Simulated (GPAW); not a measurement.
BaTiO3 (P4mm): how ε∞ follows the gap

The empty bands of BaTiO3 (P4mm) are shifted up rigidly by Δ, and ε∞ along x is computed for each shift. x, y and z are the Cartesian axes of the input cell.

Symmetry: P4mm, No. 99, tetragonal system. The conventional cell has a = 4.000 Å, b = 4.000 Å, c = 4.018 Å, α = 90.00°, β = 90.00°, γ = 90.00°. Ba on site a is surrounded by 12 O at 2.79 to 2.88 Å. Around Ti on site b lie 6 O at 1.89 to 2.13 Å. O on site c is surrounded by 2 Ti at 2.00 Å. O on site b is surrounded by 2 Ti at 1.89 to 2.13 Å.

Method: GPAW 26.7.0, PBE, RPA, k-mesh 8×8×8, local fields up to 70 eV, Lorentzian half width 0.12 eV.

Launch of the response step: `OMP_NUM_THREADS=1 python df.py`. The series took 7.2 min in all, its band step included, on 1 thread of Arm Neoverse V2, with other jobs on the host.

| Δ (eV) | ε∞ along x |
| --- | --- |
| 0.00 | 5.936 |
| 0.25 | ? |
| 0.50 | 5.539 |
| 0.75 | 5.369 |
| 1.00 | 5.213 |
| 1.50 | 4.940 |
| 2.00 | 4.707 |
| 3.00 | 4.325 |

With one effective transition at E₀ and fixed dipole strength, ε∞ − 1 = A/(E₀ + Δ), so 1/(ε∞ − 1) is linear in Δ.

Working, on the rows shown:

| x = Δ (eV) | y = 1/(ε∞ − 1) |
| --- | --- |
| 0 | 0.202593 |
| 0.5 | 0.220313 |
| 0.75 | 0.228885 |
| 1 | 0.237361 |
| 1.5 | 0.253807 |
| 2 | 0.26976 |
| 3 | 0.300752 |

Means: x̄ = 1.25, ȳ = 0.24478. Σ(x − x̄)(y − ȳ) = 0.1998, Σ(x − x̄)² = 6.125. Slope = 0.1998 / 6.125 = 0.03263; intercept = ȳ − slope · x̄ = 0.204. Turned back into ε∞ along x, the line misses the rows shown by at most 0.034.

Question: Predict the last column of the withheld row from the fit.

Answer: At x = 0.25 the line gives y = 0.21216, that is 5.714. The run gave 5.727, so the interpolation is off by 0.013, 0.8 % of the range in the table.

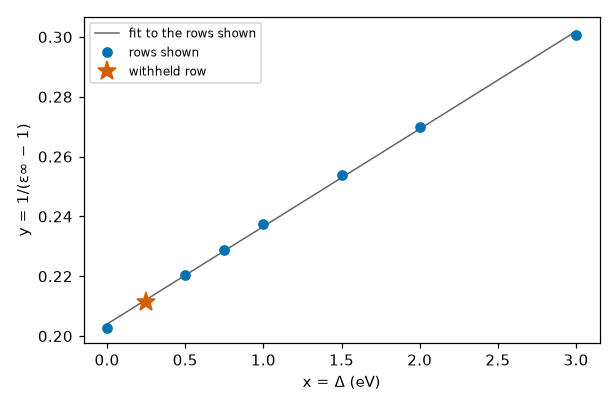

Refitted with all rows, the slope is 0.0327 and the intercept 0.20384. These give E₀ = intercept/slope = 6.2 eV, far above the least direct gap of 2.08 eV: most of the screening comes from transitions well over the edge. Over the first step ε∞ falls by 14 % per eV. The cell comes from an older database entry, whose edges can be off by a per cent or so. Excitons are left out; PBE gaps are as a rule too small. The values come from a sum over the points of one k-mesh and carry its error, which grows as the direct gap shrinks. This version of GPAW has incomplete matrix elements in the optical limit, which can lower ε − 1 by up to a tenth where first-row anions or d states rule. Spin-orbit coupling is left out.
